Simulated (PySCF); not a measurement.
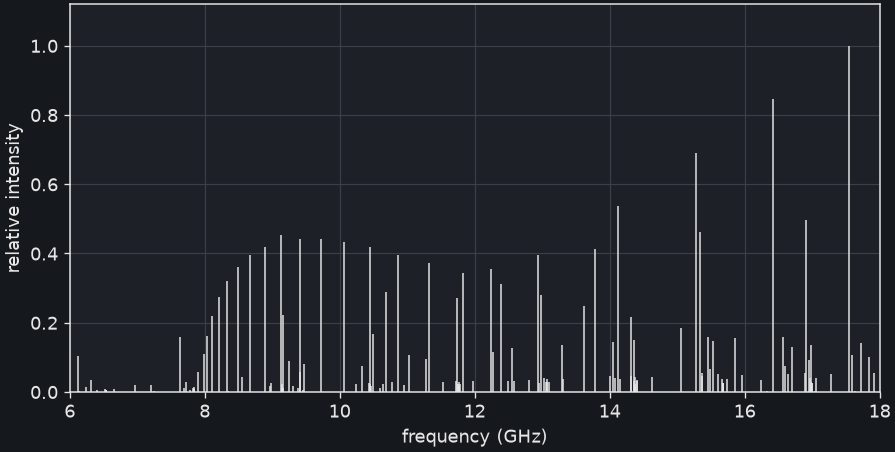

Simulated rotational absorption lines between 6 and 18 GHz at 5 K: rigid rotor with the equilibrium constants and dipole of one optimised conformer (PBE0-D3(BJ)/def2-SVP, PySCF 2.14.0), commonest isotopes; no centrifugal distortion, hyperfine structure, internal rotation or nuclear-spin weights; lines within 1 MHz of each other are summed.

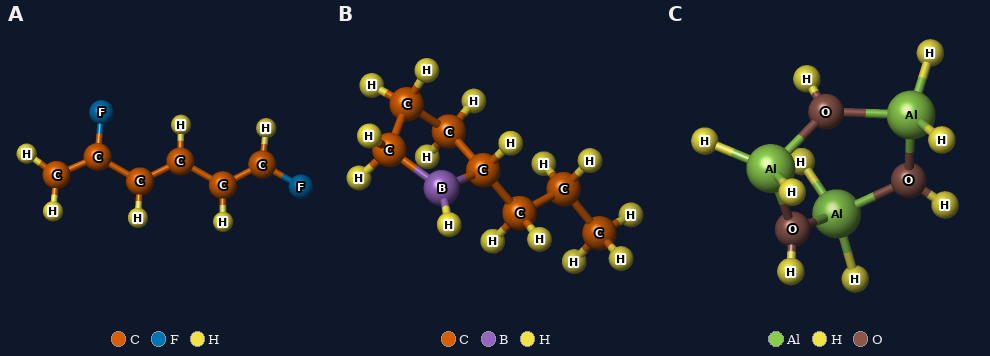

> Which molecule gives this spectrum? Choose among the lettered structures.

Structure A, C₆H₆F₂, SMILES C=C(F)/C=C/C=C/F. Rotational constants A, B, C = 8.613, 0.6779, 0.6284 GHz, |μa|, |μb|, |μc| = 0.11, 0.55, 0.02 D.

Known limits of this run: coarse grid, loose stop and no frequency check, small forces are noise and the end may be a saddle.
